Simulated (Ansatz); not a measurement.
## Profile along the Mg–Pd line in MgPd (CsCl type)

MgPd (CsCl type)

```cif
data_MgPd
_chemical_formula_sum 'Mg1 Pd1'
_space_group_name_H-M_alt 'P 1'
_space_group_IT_number 1
_cell_length_a 3.10383
_cell_length_b 3.10383
_cell_length_c 3.10383
_cell_angle_alpha 90.000
_cell_angle_beta 90.000
_cell_angle_gamma 90.000
loop_
_space_group_symop_operation_xyz
  'x, y, z'
loop_
_atom_site_label
_atom_site_type_symbol
_atom_site_fract_x
_atom_site_fract_y
_atom_site_fract_z
_atom_site_occupancy
Mg1 Mg 0.00000 0.00000 0.00000 1
Pd1 Pd 0.50000 0.50000 0.50000 1
```

Fields along a shortest Mg–Pd line of a {110} plane (2.69 Å), from Mg to Pd, interpolated on the slice's grid (step about 0.1 Å). All values below come from LDA (plane waves to 420 eV, PAW, scalar-relativistic; Ansatz, an electronic-structure program). k mesh 15×15×15. These are valence fields of a PAW run, semicore shells included where kept as valence: close to a nucleus they are smooth pseudo fields. MgPd is run without spin polarisation. MgPd was relaxed with its symmetry unable to fall.

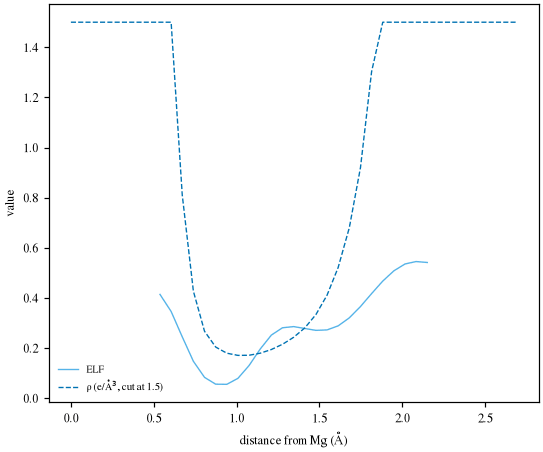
Figure: ELF (away from the nuclei) and valence density from Mg to Pd.

Density on the Mg–Pd line (2.69 Å) at its density minimum, 1.0 Å from Mg: 0.17 e/Å³. ELF at that point: 0.08.
